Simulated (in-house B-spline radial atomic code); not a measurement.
# Tc²⁺: ionisation energy by several methods

Wanted: one ionisation energy, Tc²⁺ to configuration [Kr] 4d4, up the ladder of functionals.

Method: non-relativistic, several functionals, spin-polarised; spherical all-electron atom at the radial basis limit. Code: in-house B-spline radial atomic code version 1.

**1. The system**

| Item | Value |
| --- | --- |
| element | technetium (Z = 43) |
| charge | +2 |
| electrons | 41 |
| configuration | [Kr] 4d5 |
| nucleus | point |

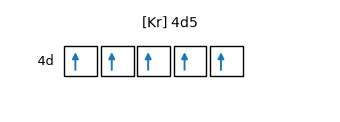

The shells outside the core, filled by Hund's rule for the drawing.

Where spins are not typed, each open shell is filled with up spins first.

**2. BLYP, a GGA**

Settings of the run:

```ini
Z = 43
electrons = 41.0
configuration = [Kr] 4d5
hamiltonian = nr
method = b88,lyp
spin_polarised = True
```

**3. LDA (PW92)**

Settings of the run:

```ini
Z = 43
electrons = 41.0
configuration = [Kr] 4d5
hamiltonian = nr
method = lda,pw
spin_polarised = True
```

**4. PBE, a GGA**

Settings of the run:

```ini
Z = 43
electrons = 41.0
configuration = [Kr] 4d5
hamiltonian = nr
method = pbe,pbe
spin_polarised = True
```

**5. RPBE, a GGA**

Settings of the run:

```ini
Z = 43
electrons = 41.0
configuration = [Kr] 4d5
hamiltonian = nr
method = rpbe,pbe
spin_polarised = True
```

**6. revTPSS, a meta-GGA**

Settings of the run:

```ini
Z = 43
electrons = 41.0
configuration = [Kr] 4d5
hamiltonian = nr
method = revtpss,revtpss
spin_polarised = True
```

**7. OLYP, a GGA**

Settings of the run:

```ini
Z = 43
electrons = 41.0
configuration = [Kr] 4d5
hamiltonian = nr
method = optx,lyp
spin_polarised = True
```

The tabulated ionisation energy is 29.55 eV (semi-empirical; NIST Atomic Spectra Database). What does each method give, and which comes nearest?

As calculated:

| method | rung | total energy (hartree) | ΔSCF (eV) | −ε highest (eV) | ΔSCF less tabulated (eV) |
| --- | --- | --- | --- | --- | --- |
| LDA (PW92) | LDA | -4201.4862 | 30.467 | 24.208 (4d up) | +0.917 |
| BLYP | GGA | -4206.1114 | 30.090 | 23.807 (4d up) | +0.540 |
| PBE | GGA | -4205.6113 | 30.399 | 24.126 (4d up) | +0.849 |
| RPBE | GGA | -4205.8900 | 30.354 | 24.076 (4d up) | +0.804 |
| OLYP | GGA | -4207.4028 | 30.402 | 24.068 (4d up) | +0.852 |
| revTPSS | meta-GGA | -4205.0915 | 30.292 | 24.019 (4d up) | +0.742 |

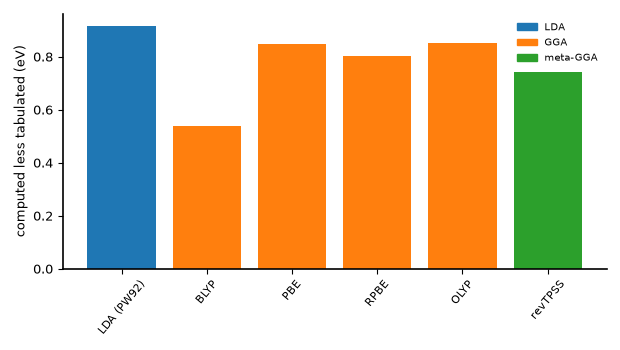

Error of each method against the tabulated value; one colour a rung.

The tabulated ionisation energy is 29.55 eV (semi-empirical; NIST Atomic Spectra Database). BLYP comes nearest (+0.540 eV) and LDA (PW92) is farthest (+0.917 eV, 3.1 %). Mean absolute error by rung (exchange-only levels left out): LDA 0.92 eV, GGA 0.76 eV, meta-GGA 0.74 eV. All methods miss on the same side by much the same amount, which points to something that they share. These runs lack relativity altogether, which can outweigh the gaps between the methods, so the nearest may be so by luck. PBE is off by +0.849 eV. These runs leave out relativity, which matters at this nuclear charge. Open shells are averaged (over orientations, and over spins where the run is restricted), while tables refer to the lowest levels. For the semilocal functionals minus the highest level recovers only 79 % of their own ΔSCF value, a mark of self-interaction.

Members of this set that are not shown: 12 used exact exchange with fractional occupations of an open shell, which is unsound here.
